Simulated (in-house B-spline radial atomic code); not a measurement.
# RPA and GW calculation, with input and output: Zn⁺

Zn⁺, configuration [Ar] 3d10 4s1. Computed at this level: RPA, second-order and SOSEX correlation energies and G0W0 (contour deformation) on a scalar-relativistic (spin-free one-electron X2C) mean field, all electrons, B-spline basis (in-house B-spline radial atomic code).

**Input**
```
Z = 30
electrons = 29.0
configuration = [Ar] 3d10 4s1
hamiltonian = x2c
method = pbeh
lmax = 9
exact_exchange_fraction = 0.2
rms_radius = 3.9283
spin_polarised = True
box_radius = 23.78
intervals = 71
ion_configuration = [Ar] 3d10
```

Hardware: 1 CPU thread, shared host.

The run was one of a batch that the task file lists, launched with:
```bash
python <driver script> task.json out
```

The program writes its results to a structured record and prints no log; tables and figures of this report are taken from that record.

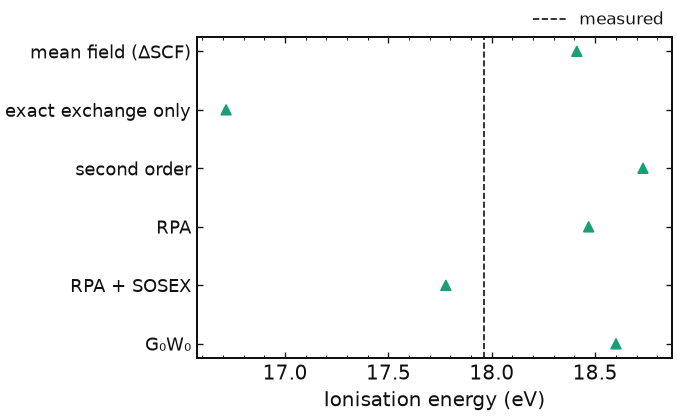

**Figure 1.** Ionisation energy of Zn⁺ ([Ar] 3d¹⁰ 4s → [Ar] 3d¹⁰). All-electron spherical atom, scalar X2C, PBE with 20 % exact exchange start, no spin-orbit coupling, Breit or QED terms; computed with a B-spline radial code. Differences of total energies, each species on its own start, beside the G₀W₀ level.

```tsv
Method	Ionisation energy (eV)
mean field (ΔSCF)	18.41
exact exchange only	16.71
second order	18.73
RPA	18.47
RPA + SOSEX	17.78
G₀W₀	18.60
```

The values run from 16.71 eV (exact exchange only) to 18.73 eV (second order). The measured value is 17.96 eV; nearest to it come RPA + SOSEX (−0.19) and mean field (ΔSCF) (+0.45), furthest exact exchange only (−1.25 eV).

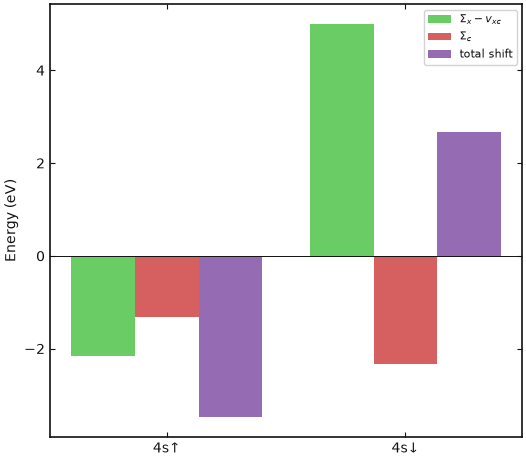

**Figure 2.** Parts of the G₀W₀ correction to each level for Zn⁺ ([Ar] 3d¹⁰ 4s). The quasi-particle equation is solved at full frequency; levels of low quasi-particle weight Z are left out. Σ columns are in eV, and Σc holds an estimate for the angular momenta beyond the basis. G₀W₀ moves the highest occupied level, 4s↑, from −15.12 to −18.60 eV (renormalisation factor Z = 0.94); the measured removal energy is 17.96 eV, so the error is +0.64 eV. The empty level 4s↓ goes from −12.15 to −9.47 eV.

```
Level  Mean field (eV)  Σx − vxc (eV)  Σc (eV)     Z  G₀W₀ (eV)
  4s↑           −15.12          −2.17    −1.31  0.94     −18.60
  4s↓           −12.15           5.00    −2.32  0.92      −9.47
```

**Key numbers**

```
                                                                   quantity                value
                                                                    outcome            converged
                                                    mean-field total energy  −1795.37760 hartree
                                     total energy with exact exchange alone  −1794.00700 hartree
                                                      exact exchange energy    −70.24682 hartree
RPA correlation, extrapolated in the angular momentum of the empty orbitals     −2.18505 hartree
                                                 RPA correlation, as summed     −2.16105 hartree
                                                   direct second-order term     −2.68145 hartree
                                                 second-order exchange term      0.76940 hartree
                                                                 SOSEX term      0.68293 hartree
                                                                  wall time                8.9 s
```

**Remarks**

Limits: spin-orbit coupling, Breit and QED terms are absent.
